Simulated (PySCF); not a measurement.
**H2InNO: density, localisation and related maps**

Input

```
# [NH2+]1[O+]=[In-2]1
import pyscf.grad
from pyscf import gto, dft

mol = gto.Mole()
mol.atom = 'input.xyz'
mol.verbose = 3
mol.charge = 0
mol.spin = 0
mol.max_memory = 3720
mol.basis = 'def2-tzvpd'
mol.ecp = {'In': 'def2-svp'}
mol.build()

mf = dft.RKS(mol, xc='pbe0')
mf = mf.density_fit(auxbasis='def2-universal-jkfit')
mf.max_cycle = 100
mf.conv_tol = 1e-09
mf.grids.level = 3
mf.kernel()
if not mf.converged:
    mf = mf.newton().run(mf.mo_coeff, mf.mo_occ)

energy = mf.e_tot
print('E = %.10f Eh' % energy)
grad = mf.Gradients().kernel()
mf.analyze()
```

Command:

```sh
OMP_NUM_THREADS=2 python run.py
```

Geometry: PBE0-D4/def2-SVP; core potentials replace the inner electrons of In.

All numbers below come from Gaussian-basis quantum chemistry of an isolated molecule with PySCF, energy and nuclear gradient, functional PBE0 (PySCF 2.14.0).

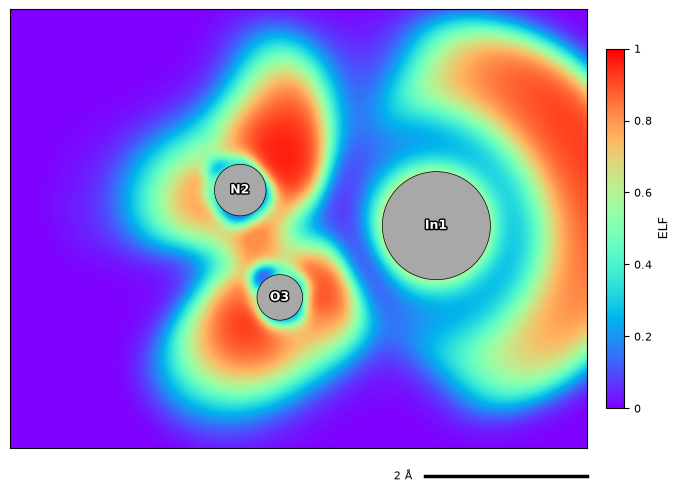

Figure 1. ELF on the plane of atoms N2, In1 and O3. Grey discs cover the atomic cores.

What do the fields say about this system?

Answer.
- The plane passes through In, N and O nuclei.
- N–O (1.41 Å): the ELF peaks at about 0.80 between the atoms; a covalent bond.
- In–O (2.13 Å): the ELF peaks at about 0.85 in the valence shell of O, 0.6 Å from its nucleus, and drops to about 0.15 between the two atoms.
- In–N (2.46 Å): the ELF is about 0.10 at the midpoint.
- The ELF also peaks beside O3, away from the bonds: lone-pair regions.

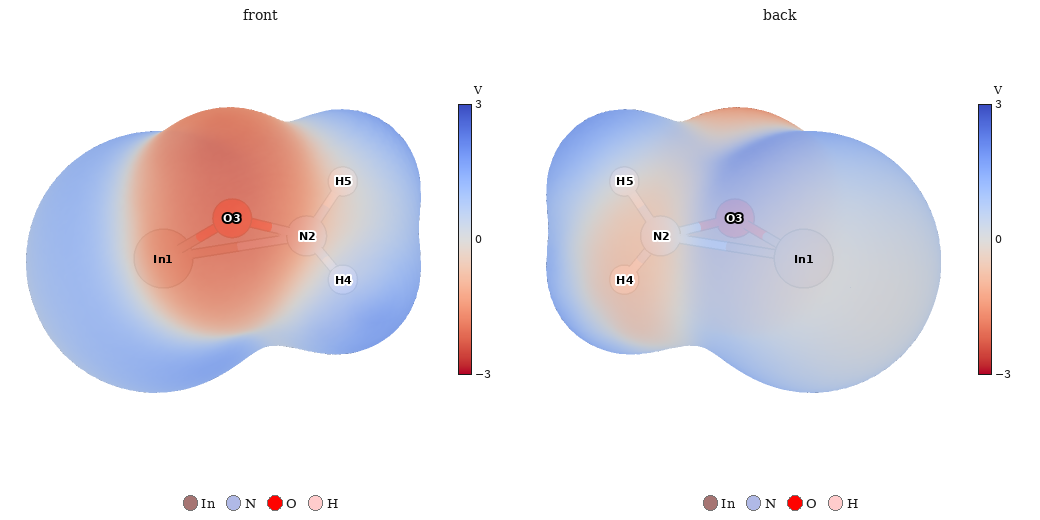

Figure 2. The molecular electrostatic potential painted on the density surface at 0.002 e/bohr³, seen from the front and from behind; the colour scale runs from red (negative) to blue (positive).

Which sites attract a positive test charge, and which a negative one?

Answer. A positive charge is drawn to the negative regions and a negative charge to the positive ones. The most negative region (about −2.0 V) lies over O3, the most positive (about +1.6 V) over H4 and H5. O3 is the likeliest acceptor of a hydrogen bond.

What dipole moment does the calculation give?

Answer. Its dipole moment is 1.51 D.
